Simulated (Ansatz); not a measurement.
**Convergence study of GaAs**

Which SCF settings change the result for GaAs, and which only the effort? The default run comes first. We look at GaAs: its deposited structure (space group F-43m), with 2 atoms per cell. Source: COD entry 9008845; the sample's temperature and pressure aren't taken into account.

Method: DFT PBE, PAW, plane waves, scalar-relativistic, in Ansatz 0.2.0.

### Step 1. The structure to begin with

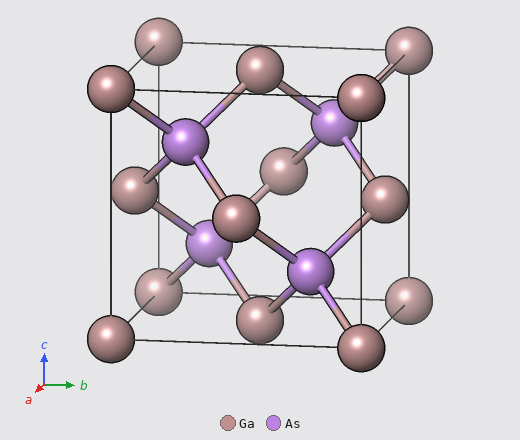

Start, viewed slightly off an axis; gallium pink, arsenic purple. Atoms on the faces are drawn again on the opposite ones. The cell drawn here is the conventional one.

Coordinates:

```cif
data_structure
_symmetry_space_group_name_H-M 'F-43m'
_symmetry_Int_Tables_number 216
_cell_length_a 5.6537
_cell_length_b 5.6537
_cell_length_c 5.6537
_cell_angle_alpha 90.000
_cell_angle_beta 90.000
_cell_angle_gamma 90.000
_cell_volume 180.72
loop_
_atom_site_label
_atom_site_type_symbol
_atom_site_symmetry_multiplicity
_atom_site_Wyckoff_symbol
_atom_site_fract_x
_atom_site_fract_y
_atom_site_fract_z
_atom_site_occupancy
Ga1 Ga 4 a 0.00000 0.00000 0.00000 1
As1 As 4 c 0.25000 0.25000 0.25000 1
```

In tables a label like As2 counts atoms in the order of input.yaml; a structure file may count by element.

After the default run come: Broyden, β 0.1, history 8, no preconditioner; k-point mesh 3x3x3; linear mixing, β 0.2, no preconditioner; Anderson, β 1.0, history 2, no preconditioner; linear mixing, β 0.7, no preconditioner; Fermi–Dirac width 0.001 eV, no switch to direct minimisation; Anderson, β 0.02, history 4, no preconditioner; linear mixing, β 0.5, no preconditioner; linear mixing, β 0.3, no preconditioner; Broyden, β 0.3, history 4, no preconditioner.

The search for lower states is off throughout, and inputs that name a mixer don't switch to direct minimisation unless they say so. Spin polarisation is off.

### Step 2. Default SCF settings

Contents of input.yaml:

```yaml
crystal:
  lattice:
    - [0.0, 2.82685, 2.82685]
    - [2.82685, 0.0, 2.82685]
    - [2.82685, 2.82685, 0.0]
  atoms:
    - { symbol: Ga, position: [0.0, 0.0, 0.0] }
    - { symbol: As, position: [0.75, 0.75, 0.75] }
hamiltonian:
  xc: pbe
  pseudopotentials: { kind: paw }
basis:
  ecutwfc: 420
kpoints:
  mp_grid: { grid: [6, 6, 6] }
scf:
  occupations: { method: gaussian, width: 0.03 }
  lower_state_search: "off"
output:
  forces: true
  stress: true
  write_density: true
  write_potential: true
  elf: true
  volumetric_format: npy
```

The run is started by

```bash
ansatz run input.yaml --threads 2 --pin off --max-ram 5120MiB --backend cpu --events-out ev --progress --plain --runs-dir out
```

Output, cut to the lines that bear on the results:

```text
[...]
Pseudopotentials: kind: paw
Pseudopotential: Ga, paw, valence charge 13, recommended cutoff 420 eV (normal), Ga.paw.azcp
Pseudopotential: As, paw, valence charge 15, recommended cutoff 420 eV (normal), As.paw.azcp
Functional definition: PBE
[...]
Crystal: 2 atoms, lattice volume = 45.179 Å³
Basis set: ecut = 420 eV, 893 PW (Γ), exchange–correlation on 54×54×54 points (8 copies of the dense FFT grid, shifted against one another)
Bands: 18, of which v1, the nominal top of the filled ones, is band 14 counted from 1 (13 counted from 0)
Symmetry: 24 space group operations
Space group: F-43m (ITA 216), of the structure as read, at distance tolerance 3.6e-5 Å
k-points: 16 of 216 (time reversal used)
[...]
SCF iter   1: F=—  HF=-8639.814831 eV  |F-HF|=—  |Δ(HF+E_count)|=         —  Δρ=1.49e-3  dr2=1.51e-3  ethr=1.77e-3  ⟨swp⟩=5.9  Hψ=1343  notcnv=0
[...]
SCF iter   6: F=-8639.814016 eV  HF=-8639.814016 eV  |F-HF|=1.48e-8  |Δ(HF+E_count)|=   2.49e-7  Δρ=4.57e-6  dr2=7.96e-9  ethr=3.57e-10  ⟨swp⟩=8.6  Hψ=2093  notcnv=0
[...]
SCF converged after 6 iterations
Free energy (F): -8639.814016 eV
[...]
E sigma→0 (E₀):  -8639.814016 eV
Fermi energy:    8.449121 eV
[...]
--- Forces (eV/Å), atoms counted from 1 ---
  atom   1  Ga    -0.00000000    -0.00000000     0.00000000
  atom   2  As     0.00000000     0.00000000     0.00000000
[...]
--- Stress (GPa, compression-positive) ---
        3.260684      -0.000000      -0.000000
       -0.000000       3.260684       0.000000
       -0.000000       0.000000       3.260684
  P = ⅓ Tr σ = 3.2607 GPa (32.607 kbar)
--- Band table (eV; the first three rows and the last of 16) ---
  k-point 0: bands = ["-26.9348", "-26.9348", "-26.9348", "-26.9250", "-26.9250", "-6.6016", "-6.6016", "-6.6016", "-6.5229", "-6.5229", "-4.5366", "8.1914", "8.1914", "8.1914", "8.7049", "11.9251", "11.9251", "11.9251"]
[...]
```

Wall time 0.85 s (2 threads of Arm Neoverse V2, shared host); peak memory 0.3 GiB.

The reference: 6 iterations with the default settings (MSR1 mixing, preconditioner none); with a gap of 0.51 eV on the k-mesh.

Axes a, b and c in the maps are those of this run's conventional cell (a, b, c = 5.654, 5.654, 5.654 Å).

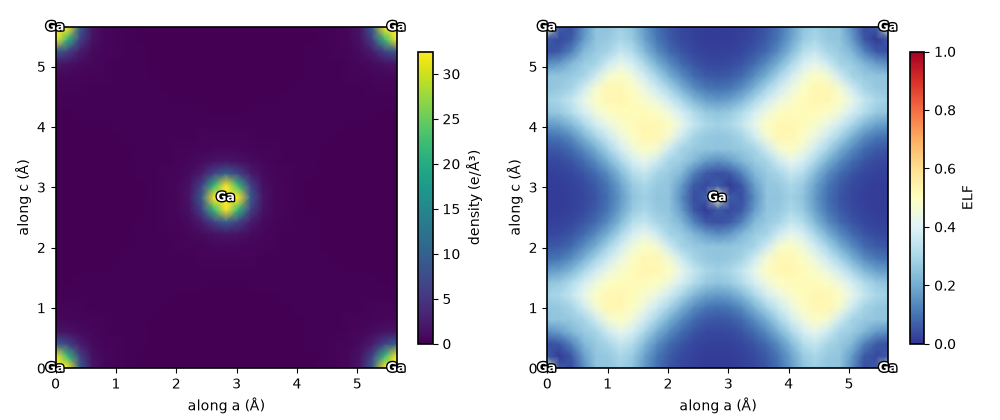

Density (left) and ELF (right) in a lattice plane of the grid's cell (edges 5.65 and 5.65 Å, at 0.000 of the third edge), which holds Ga. Only atoms in the plane are labelled; the density scale stops at 32.49 e/Å³. Both are smooth fields of the valence electrons: close to the nuclei they are not physical.

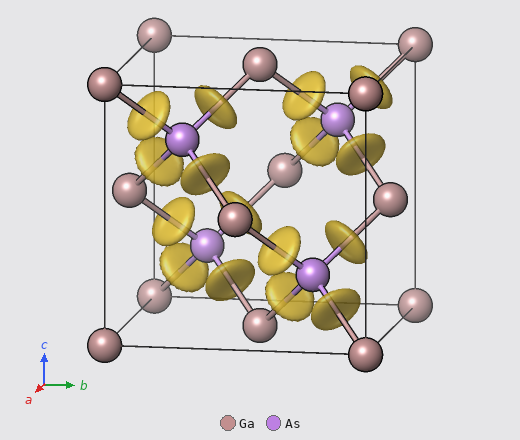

Surface of ELF = 0.72, drawn in one cell.

Outside the cores ELF peaks at 0.78 on the As–Ga line, 1.0 Å from As.

### Step 3. Broyden, β 0.1, history 8, no preconditioner

Edit input.yaml of step 2 so:

```diff
@@ -18,2 +18,5 @@
   lower_state_search: "off"
+  algorithm: density_mixing
+  max_iter: 100
+  mixing: { algorithm: broyden, ndim: 8, beta: 0.1, preconditioner: none }
 output:
@@ -21,5 +24 @@
   stress: true
-  write_density: true
-  write_potential: true
-  elf: true
-  volumetric_format: npy
```

The run is started by

```bash
ansatz run input.yaml --threads 2 --pin off --max-ram 5120MiB --backend cpu --events-out ev --progress --plain --runs-dir out
```

Output, cut to the lines that bear on the results:

```text
[... 23 lines as in an earlier run ...]
SCF iter   1: F=—  HF=-8639.814829 eV  |F-HF|=—  |Δ(HF+E_count)|=         —  Δρ=1.49e-3  dr2=1.51e-3  ethr=1.77e-3  ⟨swp⟩=5.9  Hψ=1343  notcnv=0
[...]
SCF iter   8: F=-8639.814016 eV  HF=-8639.814016 eV  |F-HF|=1.46e-7  |Δ(HF+E_count)|=   8.95e-8  Δρ=1.20e-5  dr2=8.61e-8  ethr=3.57e-10  ⟨swp⟩=4.7  Hψ=1076  notcnv=0
[...]
SCF converged after 8 iterations
Stability not checked: this state was not tested for a lower state beside it, because the mixer in use, unlike msr1, does not test its closes by its own steps (another_mixer; see scf.mixing.algorithm and scf.lower_state_search)
Free energy (F): -8639.814016 eV
[...]
E sigma→0 (E₀):  -8639.814016 eV
Fermi energy:    8.449038 eV
[... 24 lines left out: energy terms, forces, stress ...]
```

It took 0.69 s on 2 threads of Arm Neoverse V2, shared host; peak memory 0.29 GiB.

8 iterations against 6; the same free energy.

### Step 4. K-point mesh 3x3x3

Edit input.yaml of step 3 so:

```diff
@@ -14,3 +14,3 @@
 kpoints:
-  mp_grid: { grid: [6, 6, 6] }
+  mp_grid: { grid: [3, 3, 3] }
 scf:
@@ -18,5 +18,3 @@
   lower_state_search: "off"
-  algorithm: density_mixing
   max_iter: 100
-  mixing: { algorithm: broyden, ndim: 8, beta: 0.1, preconditioner: none }
 output:
```

The run is started by

```bash
ansatz run input.yaml --threads 2 --pin off --max-ram 5120MiB --backend cpu --events-out ev --progress --plain --runs-dir out
```

Output, cut to the lines that bear on the results:

```text
[... 14 lines as in an earlier run ...]
k-points: 4 of 27 (time reversal used)
[... 8 lines as in an earlier run ...]
SCF iter   1: F=—  HF=-8639.258912 eV  |F-HF|=—  |Δ(HF+E_count)|=         —  Δρ=5.14e-3  dr2=1.36e-2  ethr=1.77e-3  ⟨swp⟩=5.8  Hψ=341  notcnv=0
[...]
SCF iter   7: F=-8639.255952 eV  HF=-8639.255952 eV  |F-HF|=6.97e-9  |Δ(HF+E_count)|=   2.38e-7  Δρ=3.07e-6  dr2=2.66e-9  ethr=3.57e-10  ⟨swp⟩=4.0  Hψ=230  notcnv=0
[...]
SCF converged after 7 iterations
Free energy (F): -8639.255952 eV
[...]
E sigma→0 (E₀):  -8639.255952 eV
Fermi energy:    8.549831 eV
[...]
--- Forces (eV/Å), atoms counted from 1 ---
  atom   1  Ga    -0.00000000     0.00000000    -0.00000000
  atom   2  As     0.00000000    -0.00000000    -0.00000000
[...]
--- Stress (GPa, compression-positive) ---
        4.480846       0.000000      -0.000000
        0.000000       4.480846       0.000000
       -0.000000       0.000000       4.480846
  P = ⅓ Tr σ = 4.4808 GPa (44.808 kbar)
```

It took 0.38 s on 2 threads of Arm Neoverse V2, shared host; peak memory 0.28 GiB.

It takes 7 iterations (default 6). Against the default run: free energy shifted by +279 meV/atom, pressure 4.5 GPa against 3.3.

The setting is a deliberately weak one: read the shift, not the values.

### Step 5. Linear mixing, β 0.2, no preconditioner

Edit input.yaml of step 4 so:

```diff
@@ -14,3 +14,3 @@
 kpoints:
-  mp_grid: { grid: [3, 3, 3] }
+  mp_grid: { grid: [6, 6, 6] }
 scf:
@@ -18,3 +18,5 @@
   lower_state_search: "off"
+  algorithm: density_mixing
   max_iter: 100
+  mixing: { algorithm: anderson, ndim: 1, beta: 0.2, preconditioner: none }
 output:
```

The run is started by

```bash
ansatz run input.yaml --threads 2 --pin off --max-ram 5120MiB --backend cpu --events-out ev --progress --plain --runs-dir out
```

Output, cut to the lines that bear on the results:

```text
[... 23 lines as in an earlier run ...]
SCF iter   1: F=—  HF=-8639.814831 eV  |F-HF|=—  |Δ(HF+E_count)|=         —  Δρ=1.49e-3  dr2=1.51e-3  ethr=1.77e-3  ⟨swp⟩=5.9  Hψ=1343  notcnv=0
[...]
SCF iter  19: F=-8639.814016 eV  HF=-8639.814016 eV  |F-HF|=1.89e-7  |Δ(HF+E_count)|=   1.01e-7  Δρ=1.47e-5  dr2=9.38e-8  ethr=3.57e-10  ⟨swp⟩=3.4  Hψ=805  notcnv=0
[...]
SCF converged after 19 iterations
[... 1 line as in an earlier run ...]
Free energy (F): -8639.814016 eV
[...]
E sigma→0 (E₀):  -8639.814016 eV
Fermi energy:    8.449315 eV
[... 24 lines left out: energy terms, forces, stress ...]
```

Wall time 0.95 s (2 threads of Arm Neoverse V2, shared host); peak memory 0.29 GiB.

19 iterations against 6; the same free energy.

### Step 6. Anderson, β 1.0, history 2, no preconditioner

Edit input.yaml of step 5 so:

```diff
@@ -20,3 +20,3 @@
   max_iter: 100
-  mixing: { algorithm: anderson, ndim: 1, beta: 0.2, preconditioner: none }
+  mixing: { algorithm: anderson, ndim: 2, beta: 1.0, preconditioner: none }
 output:
```

The run is started by

```bash
ansatz run input.yaml --threads 2 --pin off --max-ram 5120MiB --backend cpu --events-out ev --progress --plain --runs-dir out
```

Output, cut to the lines that bear on the results:

```text
[... 23 lines as in an earlier run ...]
SCF iter   1: F=—  HF=-8639.814831 eV  |F-HF|=—  |Δ(HF+E_count)|=         —  Δρ=1.49e-3  dr2=1.51e-3  ethr=1.77e-3  ⟨swp⟩=5.9  Hψ=1343  notcnv=0
[...]
SCF iter   9: F=-8639.814016 eV  HF=-8639.814016 eV  |F-HF|=9.77e-8  |Δ(HF+E_count)|=   2.88e-7  Δρ=9.67e-6  dr2=4.73e-8  ethr=3.57e-10  ⟨swp⟩=3.0  Hψ=1205  notcnv=0
[...]
SCF converged after 9 iterations
[... 1 line as in an earlier run ...]
Free energy (F): -8639.814016 eV
[...]
E sigma→0 (E₀):  -8639.814016 eV
Fermi energy:    8.449235 eV
[... 24 lines left out: energy terms, forces, stress ...]
```

Run time: 0.77 s. Hardware: 2 threads of Arm Neoverse V2, shared host; peak memory 0.29 GiB.

Compared with step 2: the same free energy; 9 iterations in place of 6.

### Step 7. Linear mixing, β 0.7, no preconditioner

Edit input.yaml of step 6 so:

```diff
@@ -20,3 +20,3 @@
   max_iter: 100
-  mixing: { algorithm: anderson, ndim: 2, beta: 1.0, preconditioner: none }
+  mixing: { algorithm: anderson, ndim: 1, beta: 0.7, preconditioner: none }
 output:
```

The run is started by

```bash
ansatz run input.yaml --threads 2 --pin off --max-ram 5120MiB --backend cpu --events-out ev --progress --plain --runs-dir out
```

Output, cut to the lines that bear on the results:

```text
[... 23 lines as in an earlier run ...]
SCF iter   1: F=—  HF=-8639.814831 eV  |F-HF|=—  |Δ(HF+E_count)|=         —  Δρ=1.49e-3  dr2=1.51e-3  ethr=1.77e-3  ⟨swp⟩=5.9  Hψ=1343  notcnv=0
[...]
SCF iter  69: F=-8639.814016 eV  HF=-8639.814016 eV  |F-HF|=1.66e-7  |Δ(HF+E_count)|=   8.05e-9  Δρ=1.30e-5  dr2=7.75e-8  ethr=3.13e-10  ⟨swp⟩=4.1  Hψ=1020  notcnv=0
[...]
SCF converged after 69 iterations
[... 1 line as in an earlier run ...]
Free energy (F): -8639.814016 eV
[...]
E sigma→0 (E₀):  -8639.814016 eV
Fermi energy:    8.449103 eV
[... 24 lines left out: energy terms, forces, stress ...]
```

Wall time 3.3 s (2 threads of Arm Neoverse V2, shared host); peak memory 0.29 GiB.

69 iterations against 6; the same free energy.

### Step 8. Fermi–Dirac width 0.001 eV, no switch to direct minimisation

Edit input.yaml of step 7 so:

```diff
@@ -16,3 +16,3 @@
 scf:
-  occupations: { method: gaussian, width: 0.03 }
+  occupations: { method: fermi_dirac, width: 0.001 }
   lower_state_search: "off"
@@ -20,3 +20,3 @@
   max_iter: 100
-  mixing: { algorithm: anderson, ndim: 1, beta: 0.7, preconditioner: none }
+  mixing: {}
 output:
```

The run is started by

```bash
ansatz run input.yaml --threads 2 --pin off --max-ram 5120MiB --backend cpu --events-out ev --progress --plain --runs-dir out
```

Output, cut to the lines that bear on the results:

```text
[... 23 lines as in an earlier run ...]
SCF iter   1: F=—  HF=-8639.814769 eV  |F-HF|=—  |Δ(HF+E_count)|=         —  Δρ=1.50e-3  dr2=1.51e-3  ethr=1.77e-3  ⟨swp⟩=6.1  Hψ=1344  notcnv=0
[...]
SCF iter   6: F=-8639.814016 eV  HF=-8639.814016 eV  |F-HF|=1.40e-8  |Δ(HF+E_count)|=   2.50e-7  Δρ=4.64e-6  dr2=8.15e-9  ethr=3.57e-10  ⟨swp⟩=4.1  Hψ=1025  notcnv=0
[...]
SCF converged after 6 iterations
Free energy (F): -8639.814016 eV
[...]
E sigma→0 (E₀):  -8639.814016 eV
Fermi energy:    8.448717 eV
[...]
--- Forces (eV/Å), atoms counted from 1 ---
  atom   1  Ga    -0.00000000     0.00000000    -0.00000000
  atom   2  As     0.00000000     0.00000000     0.00000000
[...]
--- Stress (GPa, compression-positive) ---
        3.260697      -0.000000      -0.000000
       -0.000000       3.260697       0.000000
       -0.000000       0.000000       3.260697
  P = ⅓ Tr σ = 3.2607 GPa (32.607 kbar)
```

Run time: 0.63 s. Hardware: 2 threads of Arm Neoverse V2, shared host; peak memory 0.3 GiB.

The count stays at 6. Against the default run: free energy unchanged, zero-width estimate unchanged.

### Step 9. Anderson, β 0.02, history 4, no preconditioner

Edit input.yaml of step 8 so:

```diff
@@ -16,3 +16,3 @@
 scf:
-  occupations: { method: fermi_dirac, width: 0.001 }
+  occupations: { method: gaussian, width: 0.03 }
   lower_state_search: "off"
@@ -20,3 +20,3 @@
   max_iter: 100
-  mixing: {}
+  mixing: { algorithm: anderson, ndim: 4, beta: 0.02, preconditioner: none }
 output:
```

The run is started by

```bash
ansatz run input.yaml --threads 2 --pin off --max-ram 5120MiB --backend cpu --events-out ev --progress --plain --runs-dir out
```

Output, cut to the lines that bear on the results:

```text
[... 23 lines as in an earlier run ...]
SCF iter   1: F=—  HF=-8639.814831 eV  |F-HF|=—  |Δ(HF+E_count)|=         —  Δρ=1.49e-3  dr2=1.51e-3  ethr=1.77e-3  ⟨swp⟩=5.9  Hψ=1343  notcnv=0
[...]
SCF iter  19: F=-8639.814016 eV  HF=-8639.814016 eV  |F-HF|=2.91e-8  |Δ(HF+E_count)|=   5.18e-8  Δρ=1.04e-5  dr2=2.74e-8  ethr=1.47e-10  ⟨swp⟩=4.0  Hψ=924  notcnv=0
[...]
SCF converged after 19 iterations
[... 1 line as in an earlier run ...]
Free energy (F): -8639.814016 eV
[...]
E sigma→0 (E₀):  -8639.814016 eV
Fermi energy:    8.449136 eV
[... 24 lines left out: energy terms, forces, stress ...]
```

Wall time 1.2 s (2 threads of Arm Neoverse V2, shared host); peak memory 0.29 GiB.

19 iterations against 6; the same free energy.

### Step 10. Linear mixing, β 0.5, no preconditioner

Edit input.yaml of step 9 so:

```diff
@@ -20,3 +20,3 @@
   max_iter: 100
-  mixing: { algorithm: anderson, ndim: 4, beta: 0.02, preconditioner: none }
+  mixing: { algorithm: anderson, ndim: 1, beta: 0.5, preconditioner: none }
 output:
```

The run is started by

```bash
ansatz run input.yaml --threads 2 --pin off --max-ram 5120MiB --backend cpu --events-out ev --progress --plain --runs-dir out
```

Output, cut to the lines that bear on the results:

```text
[... 23 lines as in an earlier run ...]
SCF iter   1: F=—  HF=-8639.814831 eV  |F-HF|=—  |Δ(HF+E_count)|=         —  Δρ=1.49e-3  dr2=1.51e-3  ethr=1.77e-3  ⟨swp⟩=5.9  Hψ=1343  notcnv=0
[...]
SCF iter   7: F=-8639.814016 eV  HF=-8639.814016 eV  |F-HF|=1.80e-7  |Δ(HF+E_count)|=   4.54e-7  Δρ=1.53e-5  dr2=8.78e-8  ethr=3.57e-10  ⟨swp⟩=4.0  Hψ=1005  notcnv=0
[...]
SCF converged after 7 iterations
[... 1 line as in an earlier run ...]
Free energy (F): -8639.814016 eV
[...]
E sigma→0 (E₀):  -8639.814016 eV
Fermi energy:    8.449280 eV
[... 24 lines left out: energy terms, forces, stress ...]
```

It took 0.65 s on 2 threads of Arm Neoverse V2, shared host; peak memory 0.29 GiB.

It takes 7 iterations (default 6). Against the default run: the same free energy.

### Step 11. Linear mixing, β 0.3, no preconditioner

Edit input.yaml of step 10 so:

```diff
@@ -20,3 +20,3 @@
   max_iter: 100
-  mixing: { algorithm: anderson, ndim: 1, beta: 0.5, preconditioner: none }
+  mixing: { algorithm: anderson, ndim: 1, beta: 0.3, preconditioner: none }
 output:
```

The run is started by

```bash
ansatz run input.yaml --threads 2 --pin off --max-ram 5120MiB --backend cpu --events-out ev --progress --plain --runs-dir out
```

Output, cut to the lines that bear on the results:

```text
[... 23 lines as in an earlier run ...]
SCF iter   1: F=—  HF=-8639.814831 eV  |F-HF|=—  |Δ(HF+E_count)|=         —  Δρ=1.49e-3  dr2=1.51e-3  ethr=1.77e-3  ⟨swp⟩=5.9  Hψ=1343  notcnv=0
[...]
SCF iter  13: F=-8639.814016 eV  HF=-8639.814016 eV  |F-HF|=1.30e-7  |Δ(HF+E_count)|=   1.25e-7  Δρ=1.21e-5  dr2=5.82e-8  ethr=3.57e-10  ⟨swp⟩=3.7  Hψ=812  notcnv=0
[...]
SCF converged after 13 iterations
[... 1 line as in an earlier run ...]
Free energy (F): -8639.814016 eV
[...]
E sigma→0 (E₀):  -8639.814016 eV
Fermi energy:    8.449263 eV
[... 24 lines left out: energy terms, forces, stress ...]
```

It took 0.79 s on 2 threads of Arm Neoverse V2, shared host; peak memory 0.29 GiB.

It takes 13 iterations (default 6). Against the default run: the same free energy.

### Step 12. Broyden, β 0.3, history 4, no preconditioner

Edit input.yaml of step 11 so:

```diff
@@ -20,3 +20,3 @@
   max_iter: 100
-  mixing: { algorithm: anderson, ndim: 1, beta: 0.3, preconditioner: none }
+  mixing: { algorithm: broyden, ndim: 4, beta: 0.3, preconditioner: none }
 output:
```

The run is started by

```bash
ansatz run input.yaml --threads 2 --pin off --max-ram 5120MiB --backend cpu --events-out ev --progress --plain --runs-dir out
```

Output, cut to the lines that bear on the results:

```text
[... 23 lines as in an earlier run ...]
SCF iter   1: F=—  HF=-8639.814829 eV  |F-HF|=—  |Δ(HF+E_count)|=         —  Δρ=1.49e-3  dr2=1.51e-3  ethr=1.77e-3  ⟨swp⟩=5.9  Hψ=1343  notcnv=0
[...]
SCF iter   6: F=-8639.814016 eV  HF=-8639.814016 eV  |F-HF|=1.06e-7  |Δ(HF+E_count)|=   1.09e-7  Δρ=1.52e-5  dr2=8.09e-8  ethr=3.57e-10  ⟨swp⟩=4.4  Hψ=1058  notcnv=0
[...]
SCF converged after 6 iterations
[... 1 line as in an earlier run ...]
Free energy (F): -8639.814016 eV
[...]
E sigma→0 (E₀):  -8639.814016 eV
Fermi energy:    8.449133 eV
[... 24 lines left out: energy terms, forces, stress ...]
```

It took 0.62 s on 2 threads of Arm Neoverse V2, shared host; peak memory 0.29 GiB.

The count stays at 6. Against the default run: the same free energy.

### Step 13. Comparison

| step | settings | iterations | time | against the default run |
| --- | --- | --- | --- | --- |
| 2 | default SCF settings | 6 | 0.85 s | reference |
| 3 | Broyden, β 0.1, history 8, no preconditioner | 8 | 0.69 s | the same free energy |
| 4 | k-point mesh 3x3x3 | 7 | 0.38 s | free energy shifted by +279 meV/atom, pressure 4.5 GPa against 3.3 |
| 5 | linear mixing, β 0.2, no preconditioner | 19 | 0.95 s | the same free energy |
| 6 | Anderson, β 1.0, history 2, no preconditioner | 9 | 0.77 s | the same free energy |
| 7 | linear mixing, β 0.7, no preconditioner | 69 | 3.3 s | the same free energy |
| 8 | Fermi–Dirac width 0.001 eV, no switch to direct minimisation | 6 | 0.63 s | free energy unchanged, zero-width estimate unchanged |
| 9 | Anderson, β 0.02, history 4, no preconditioner | 19 | 1.2 s | the same free energy |
| 10 | linear mixing, β 0.5, no preconditioner | 7 | 0.65 s | the same free energy |
| 11 | linear mixing, β 0.3, no preconditioner | 13 | 0.79 s | the same free energy |
| 12 | Broyden, β 0.3, history 4, no preconditioner | 6 | 0.62 s | the same free energy |

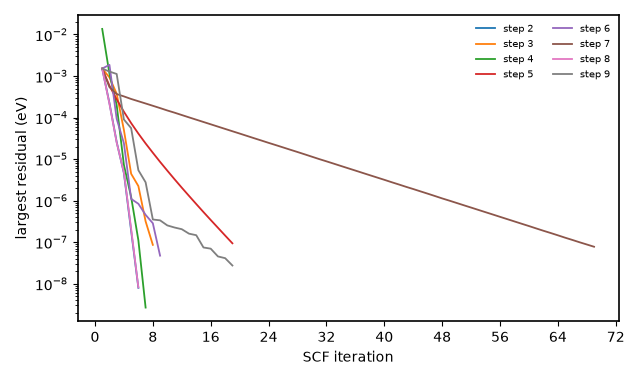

Residual along the iterations (8 of the 11 runs).

### Step 14. Results

| quantity | value |
| --- | --- |
| default run | 6 iterations, with a gap of 0.51 eV on the k-mesh |
| fewest iterations to that state among the runs shown | 6 (default SCF settings) |
| most iterations to it | 69 (linear mixing, β 0.7, no preconditioner) |
| runs that end in another state, among changes of path alone | 0 |
| largest shift of the free energy by occupations, cutoff, mesh or field | +279 meV/atom (k-point mesh 3x3x3) |

9 runs solve the same problem and reach the default's state, in 6 to 69 iterations: there the settings change the path, not the answer. Occupations, cutoff, mesh and fields change the problem that is solved, not just the path; the largest shift here is that of “k-point mesh 3x3x3”. Counts include iterations that the program adds to test a close, so a difference of one or two ranks nothing. The starting density is a sum of atomic densities corrected by a trained network, so it is already close to self-consistency.

The gaps are Kohn-Sham values of a semilocal functional, not quasiparticle or optical gaps. Such gaps usually fall short of the measured ones.
